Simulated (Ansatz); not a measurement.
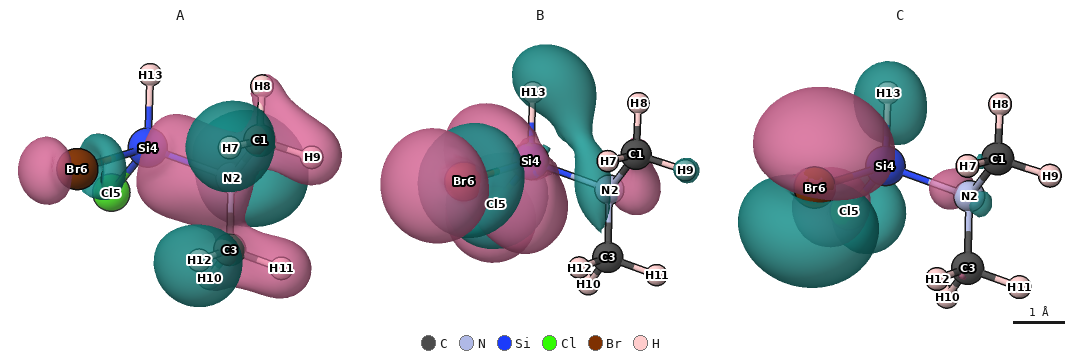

Figure. C2H7BrClNSi (SMILES CN(C)[SiH](Cl)Br). Three frontier orbitals at ±0.08 Å⁻³ᐟ² (teal and pink are the two phases), in no order.

Level of theory: SCF r2SCAN, Gaussian basis (Ansatz 0.2.0).

```yaml
atoms:
  - { symbol: C, position_ang: [-0.9510, -0.8460, 0.8020] }
  - { symbol: N, position_ang: [-0.0427, -0.5358, -0.3088] }
  - { symbol: C, position_ang: [-0.6591, 0.4468, -1.2092] }
  - { symbol: Si, position_ang: [1.5204, 0.1041, 0.3413] }
  - { symbol: Cl, position_ang: [2.8999, 0.3397, -1.2179] }
  - { symbol: Br, position_ang: [1.2225, 2.0843, 1.3893] }
  - { symbol: H, position_ang: [-1.1938, 0.0623, 1.3978] }
  - { symbol: H, position_ang: [-0.4947, -1.6093, 1.4688] }
  - { symbol: H, position_ang: [-1.8961, -1.2794, 0.4098] }
  - { symbol: H, position_ang: [0.0208, 0.6705, -2.0590] }
  - { symbol: H, position_ang: [-1.5934, 0.0292, -1.6424] }
  - { symbol: H, position_ang: [-0.9048, 1.3928, -0.6776] }
  - { symbol: H, position_ang: [2.0720, -0.8593, 1.3060] }
```

Q: Which picture is the HOMO−1, the HOMO and the LUMO?

A: C is the HOMO−1 (−7.76 eV). Its weight (Hirshfeld) is mainly on Br6 (about 80 %) and Cl5 (about 10 %); largely a lone pair of Br6. A is the HOMO (−6.21 eV). Its weight (Hirshfeld) is mainly on N2 (about 55 %), C3 (about 10 %), C1 (about 10 %) and Si4 (about 10 %). B is the LUMO (−1.13 eV). Its weight (Hirshfeld) is mainly on Si4 (about 35 %), Br6 (about 35 %) and Cl5 (about 20 %).

Q: What is the HOMO–LUMO gap?

A: 5.08 eV between the orbital energies.
